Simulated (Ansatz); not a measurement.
# BNH (doublet): RPA-PBE over vertical spin and charge gaps, 6-31G

How well do these functionals follow the top wave-function level for BNH (doublet) over vertical spin and charge gaps?

The runs use Ansatz 0.2.0, Gaussian basis; 6-31G, all electrons in the functionals, frozen cores in the correlation of double hybrids and RPA.

The runs, in order: RPA-PBE, at charge 0, doublet; charge 0, quartet; charge 1, singlet; charge 1, triplet.

17 further runs of the same task are left out: 11 that didn't finish, 6 set aside as unsound or not needed.

### Step 1. What is computed

The geometry is a PBE0/def2-TZVP stationary point (not a proven minimum).

3 atoms, charge 0, spin multiplicity 2.

Atoms are counted from 1 here; the program's logs count them from 0.

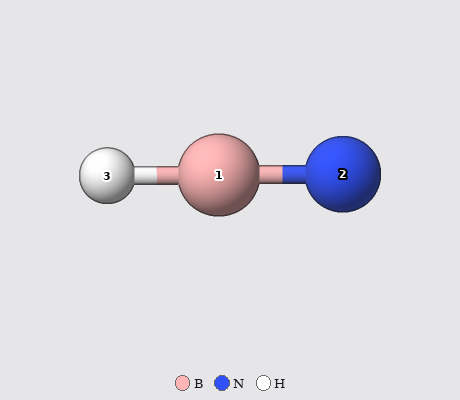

The geometry (boron pink, nitrogen blue, hydrogen white); atoms are numbered from 1 in the order of the file.

No dispersion term is added.

The geometry shown and the zero of energy belong to the point charge 0, doublet. The yardstick, FCI, and other wave-function levels (R restricted, U unrestricted, valence and pair active spaces) come from earlier runs.

### Step 2. RPA-PBE, charge 0, doublet

in.yaml

```yaml
crystal:
  periodic: [false, false, false]
  atoms:
    - {symbol: B, position_ang: [0.000000, 0.000000, 0.043923]}
    - {symbol: N, position_ang: [0.000000, 0.000000, -1.261739]}
    - {symbol: H, position_ang: [0.000000, 0.000000, 1.217815]}
basis:
  gaussian: {orbitals: 6-31G}
magnetization: {spin_polarized: true, initial_magnetization: 1}
hamiltonian: {xc: {name: PBE}}
correlation: {method: rpa, electrons: outside_noble_gas}
```

Started as:

```console
$ ansatz run in.yaml --threads 1 --pin off --events-out ev --progress --plain --max-ram 2393MiB
```

Log:

```text
Functional definition: PBE
  name "PBE"
  cite "Perdew, Burke & Ernzerhof, Phys. Rev. Lett. 77, 3865 (1996) doi:10.1103/PhysRevLett.77.3865"
  parent pbe
  parameter kappa = 0.804
  parameter beta = 0.06672455060314922
  exchange = pbe_x(kappa = kappa, mu = beta*pi^2/3)
  correlation = pbe_c(beta = beta)
290 factors; integrals over basis functions are off by at most 2.0e-4 eV
mean field evaluation 1: about -2172.0277 eV, gradient 2.8e1 eV
mean field evaluation 2: about -2172.0188 eV, gradient 2.8e1 eV
mean field evaluation 4: about -2175.3179 eV, gradient 7.0e0 eV
mean field evaluation 8: about -2175.6927 eV, gradient 7.6e-2 eV
mean field evaluation 16: about -2175.6928 eV, gradient 2.5e-6 eV
mean field evaluation 32: about -2175.6928 eV, gradient 2.3e-6 eV
mean field evaluation 64: about -2171.6590 eV, gradient 2.7e1 eV
mean field -2175.69279905 eV, -79.9552356277 hartree, gradient 2.5e-6 eV, S^2 0.751569; 9 other end points of the search recorded, 0 dependent functions left out
2 core orbitals not correlated: weight in the atoms' cores, before any rotation towards them, 1.000 or more for the frozen orbitals, at most 0.000 for the correlated occupied ones
reference -2165.55568788 eV, -79.5827036631 hartree; 5, 4 occupied and 13, 14 virtual orbitals, 290 factors
Total energy: -2172.27265415 eV, -79.8295476207 hartree
```

It took 1.5 s on 1 thread of Arm Neoverse V1, shared host.

From the report: ⟨S²⟩ of the determinant 0.752 (pure doublet: 0.75).

### Step 3. RPA-PBE, charge 0, quartet

in.yaml: that of step 2 with these lines changed.

```diff
@@ -8,3 +8,3 @@
   gaussian: {orbitals: 6-31G}
-magnetization: {spin_polarized: true, initial_magnetization: 1}
+magnetization: {spin_polarized: true, initial_magnetization: 3}
 hamiltonian: {xc: {name: PBE}}
```

Launched as before.

Log:

```text
Functional definition: PBE
  name "PBE"
  cite "Perdew, Burke & Ernzerhof, Phys. Rev. Lett. 77, 3865 (1996) doi:10.1103/PhysRevLett.77.3865"
  parent pbe
  parameter kappa = 0.804
  parameter beta = 0.06672455060314922
  exchange = pbe_x(kappa = kappa, mu = beta*pi^2/3)
  correlation = pbe_c(beta = beta)
290 factors; integrals over basis functions are off by at most 2.0e-4 eV
mean field evaluation 1: about -2169.3427 eV, gradient 1.3e1 eV
mean field evaluation 2: about -2169.3331 eV, gradient 1.3e1 eV
mean field evaluation 4: about -2170.3104 eV, gradient 2.2e0 eV
mean field evaluation 8: about -2170.3383 eV, gradient 1.5e-2 eV
mean field evaluation 16: about -2170.3346 eV, gradient 6.1e-1 eV
mean field evaluation 32: about -2170.3383 eV, gradient 7.3e-7 eV
mean field evaluation 64: about -2168.4885 eV, gradient 7.7e0 eV
mean field evaluation 96: about -2170.3089 eV, gradient 6.5e-1 eV
mean field -2170.33829364 eV, -79.7584611830 hartree, gradient 2.5e-6 eV, S^2 3.757628; 12 other end points of the search recorded, 0 dependent functions left out
2 core orbitals not correlated: weight in the atoms' cores, before any rotation towards them, 1.000 or more for the frozen orbitals, at most 0.000 for the correlated occupied ones
reference -2161.92523517 eV, -79.4492869868 hartree; 6, 3 occupied and 12, 15 virtual orbitals, 290 factors
Total energy: -2167.02955965 eV, -79.6368674516 hartree
```

It took 2.4 s on 1 thread of Arm Neoverse V1, shared host.

From the report: ⟨S²⟩ of the determinant 3.758 (pure quartet: 3.75).

From charge 0, doublet: +5.243 eV.

### Step 4. RPA-PBE, charge 1, singlet

in.yaml: that of step 3 with these lines changed.

```diff
@@ -8,3 +8,4 @@
   gaussian: {orbitals: 6-31G}
-magnetization: {spin_polarized: true, initial_magnetization: 3}
+total_charge: 1
+magnetization: {spin_polarized: true, initial_magnetization: 0}
 hamiltonian: {xc: {name: PBE}}
```

Same command.

Log:

```text
Functional definition: PBE
  name "PBE"
  cite "Perdew, Burke & Ernzerhof, Phys. Rev. Lett. 77, 3865 (1996) doi:10.1103/PhysRevLett.77.3865"
  parent pbe
  parameter kappa = 0.804
  parameter beta = 0.06672455060314922
  exchange = pbe_x(kappa = kappa, mu = beta*pi^2/3)
  correlation = pbe_c(beta = beta)
290 factors; integrals over basis functions are off by at most 2.0e-4 eV
mean field evaluation 1: about -2103.9579 eV, gradient 9.1e1 eV
mean field evaluation 2: about -2103.9418 eV, gradient 9.1e1 eV
mean field evaluation 4: about -2106.4620 eV, gradient 8.0e1 eV
mean field evaluation 8: about -2162.2091 eV, gradient 3.4e0 eV
mean field evaluation 16: about -2162.2519 eV, gradient 7.2e-1 eV
mean field evaluation 32: about -2162.6490 eV, gradient 2.3e0 eV
mean field evaluation 64: about -2162.6941 eV, gradient 1.4e-6 eV
mean field evaluation 96: about -2162.6940 eV, gradient 6.2e-2 eV
mean field evaluation 128: about -2163.0525 eV, gradient 2.3e-2 eV
mean field evaluation 160: about -2163.5584 eV, gradient 6.1e-1 eV
mean field evaluation 192: about -2134.1066 eV, gradient 2.6e1 eV
mean field evaluation 224: about -2142.9739 eV, gradient 1.5e1 eV
mean field -2163.57971129 eV, -79.5100878630 hartree, gradient 1.9e-6 eV, S^2 1.000000; 15 other end points of the search recorded, 0 dependent functions left out
2 core orbitals not correlated: weight in the atoms' cores, before any rotation towards them, 1.000 or more for the frozen orbitals, at most 0.000 for the correlated occupied ones
reference -2155.14711997 eV, -79.2001958476 hartree; 4, 4 occupied and 14, 14 virtual orbitals, 290 factors
Total energy: -2160.74819533 eV, -79.4060315706 hartree
```

Wall time 3.9 s (1 thread of Arm Neoverse V1, shared host).

From the report: ⟨S²⟩ of the determinant 1.000 (pure singlet: 0.00). The determinant is far from a pure spin state, so its energy mixes those of several spin states (harmless only where they are near-degenerate, as at dissociation).

From charge 0, doublet: +11.524 eV.

### Step 5. RPA-PBE, charge 1, triplet

in.yaml: that of step 4 with these lines changed.

```diff
@@ -9,3 +9,3 @@
 total_charge: 1
-magnetization: {spin_polarized: true, initial_magnetization: 0}
+magnetization: {spin_polarized: true, initial_magnetization: 2}
 hamiltonian: {xc: {name: PBE}}
```

Same command.

Log:

```text
Functional definition: PBE
  name "PBE"
  cite "Perdew, Burke & Ernzerhof, Phys. Rev. Lett. 77, 3865 (1996) doi:10.1103/PhysRevLett.77.3865"
  parent pbe
  parameter kappa = 0.804
  parameter beta = 0.06672455060314922
  exchange = pbe_x(kappa = kappa, mu = beta*pi^2/3)
  correlation = pbe_c(beta = beta)
290 factors; integrals over basis functions are off by at most 2.0e-4 eV
mean field evaluation 1: about -2141.1327 eV, gradient 5.9e1 eV
mean field evaluation 2: about -2141.1160 eV, gradient 5.9e1 eV
mean field evaluation 4: about -2154.2962 eV, gradient 3.0e1 eV
mean field evaluation 8: about -2164.0874 eV, gradient 1.7e-1 eV
mean field evaluation 16: about -2164.0795 eV, gradient 9.7e-6 eV
mean field evaluation 32: about -2163.4227 eV, gradient 1.0e-5 eV
mean field evaluation 64: about -2108.8221 eV, gradient 4.0e1 eV
mean field -2164.07952490 eV, -79.5284556743 hartree, gradient 9.7e-6 eV, S^2 2.002646; 5 other end points of the search recorded, 0 dependent functions left out
2 core orbitals not correlated: weight in the atoms' cores, before any rotation towards them, 1.000 or more for the frozen orbitals, at most 0.000 for the correlated occupied ones
reference -2155.92935748 eV, -79.2289425461 hartree; 5, 3 occupied and 13, 15 virtual orbitals, 290 factors
Total energy: -2161.34437618 eV, -79.4279408129 hartree
```

It took 1.3 s on 1 thread of Arm Neoverse V1, shared host.

From the report: ⟨S²⟩ of the determinant 2.003 (pure triplet: 2.00).

From charge 0, doublet: +10.928 eV.

### Step 6. The comparison

The yardstick is full CI for this spin, exact in this basis with these frozen cores. It comes from earlier runs at the same points. Energies in eV, counted from charge 0, doublet; blanks weren't run or aren't comparable.

| level | doublet to quartet | ionisation to the singlet cation | ionisation to the triplet cation |
| --- | --- | --- | --- |
| FCI | 5.256 | 12.382 | 11.029 |
| RPA-PBE | 5.243 |  | 10.928 |

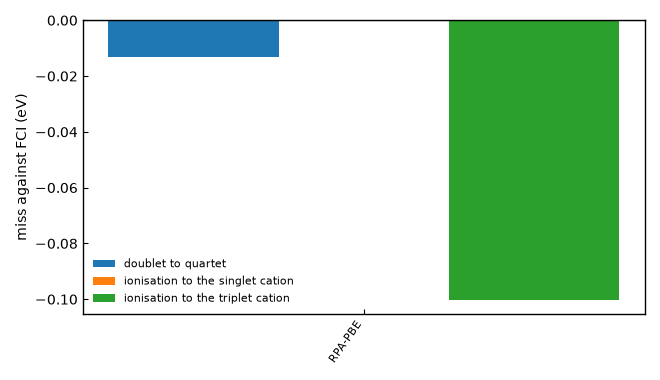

Misses of the gaps against FCI.

Largest miss and mean time a point (FCI took 50 s a point; shared hosts):

| level | largest miss (eV) | where | time a point |
| --- | --- | --- | --- |
| RPA-PBE | -0.100 | ionisation to the triplet cation | 2.3 s |

### Step 7. Results

| quantity | value |
| --- | --- |
| doublet to quartet, FCI | 5.256 eV |
| ionisation to the singlet cation, FCI | 12.382 eV |
| ionisation to the triplet cation, FCI | 11.029 eV |
| largest miss, RPA-PBE | -0.100 eV (ionisation to the triplet cation) |

**Reading.** RPA-PBE strays by up to 0.100 eV, at ionisation to the triplet cation. RPA-PBE clearly breaks the spin symmetry at some points (⟨S²⟩ up to 1.00 above the pure value), so energy there is bought with a mixed spin. Functionals and the yardstick converge differently with the basis, so part of each miss in 6-31G is the basis.
